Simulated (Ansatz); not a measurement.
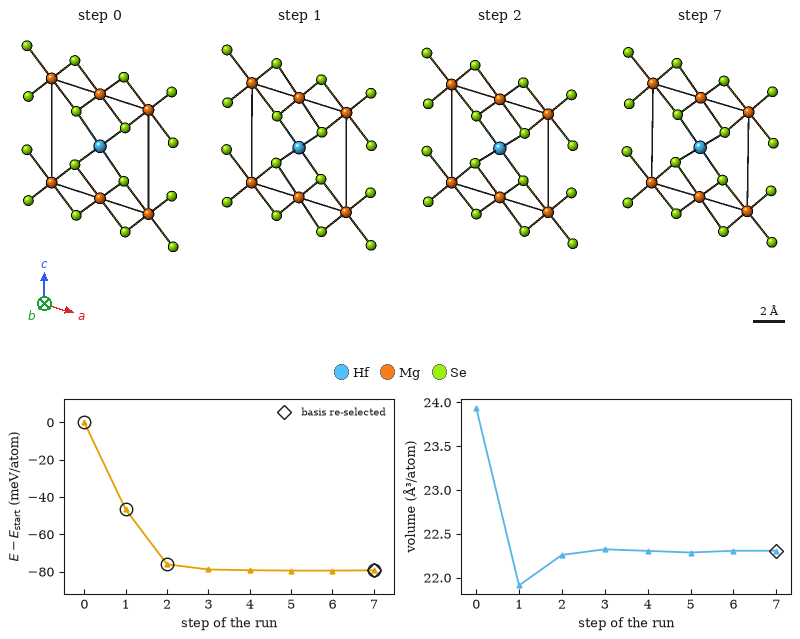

Frames of a relaxation of a crystal of HfMg2Se4 (built on the CaY2Te4-10 type type), marked on the history of the run. The picture is a ball-and-stick view of the cell of the calculation, seen along the b axis.

Level of theory: DFT, PBEsol, plane waves, PAW in Ansatz 0.2.0.

Input
```yaml
crystal:
  lattice:
    - [6.65540368, 0.0, 0.0]
    - [0.0, 3.89123625, 0.0]
    - [-2.10338398, 0.0, 6.47111894]
  atoms:
    - { symbol: Hf, position: [0.5, 0.0, 0.5] }
    - { symbol: Mg, position: [0.0, 0.0, 0.0] }
    - { symbol: Mg, position: [0.5, 0.5, 0.0] }
    - { symbol: Se, position: [0.75960116, 0.5, 0.75487703] }
    - { symbol: Se, position: [0.2547378, 0.0, 0.7622078] }
    - { symbol: Se, position: [0.24039884, 0.5, 0.24512297] }
    - { symbol: Se, position: [0.7452622, 0.0, 0.2377922] }
kpoints:
  mp_grid: { grid: [4, 6, 4] }
hamiltonian:
  xc: pbesol
scf:
  occupations: { method: fermi_dirac, width: 0.03 }
relax:
  f_tol: 0.01
  cell: {}
  max_steps: 120
```

Run as
```bash
ansatz run input.yaml --threads 4 --pin off --max-ram 4608MiB --backend cpu --events-out ev --progress --plain --runs-dir out
```

### What happens along the run?

The energy falls by 79.2 meV per atom in 6 accepted moves (7 points after the start). The largest force component goes from 1.2 to 0.0043 eV/Å. Pressure: −5.49 GPa at the start and −0.01 GPa at the end. The SCF was repeated once at an unchanged geometry on a basis and grid sized afresh for the cell, which shifted the energy by 0.2 meV per atom at most. The largest moves relative to the cell, 0.19 Å, are those of Se4 and Se6. Se6 goes roughly along +c. Mg and Hf stay in place. The volume changes by −6.8 %, with a 6.655 → 6.523 Å (−2.0 %), b 3.891 → 3.841 Å (−1.3 %), c 6.804 → 6.478 Å (−4.8 %), β 108.0° → 105.8°. Some distances before and after: Hf1–Se5 2.766 → 2.593 Å, Hf1–Se4 2.815 → 2.691 Å, Mg2–Se5 2.681 → 2.596 Å, Mg2–Se4 2.734 → 2.807 Å. Among the angles between lasting bonds that change: Hf1–Se6–Mg2 178.0° → 172.9°, Se4–Mg2–Se6 89.3° → 93.7°, Se4–Mg2–Se4 90.7° → 86.3°. The space group stays P2/m (No. 10). Cost: 68 s on 4 threads of Arm Neoverse V1, with other jobs on the host, peak memory 0.79 GiB. From step 0 to 1: Se atoms move most (0.19 Å), volume −8.5 %, energy −46.6 meV per atom. From step 1 to 2: Se atoms move most (0.10 Å), volume +1.6 %, energy −29.4 meV per atom. From step 2 to 7: Se atoms move most (0.04 Å), volume +0.2 %, energy −3.2 meV per atom.
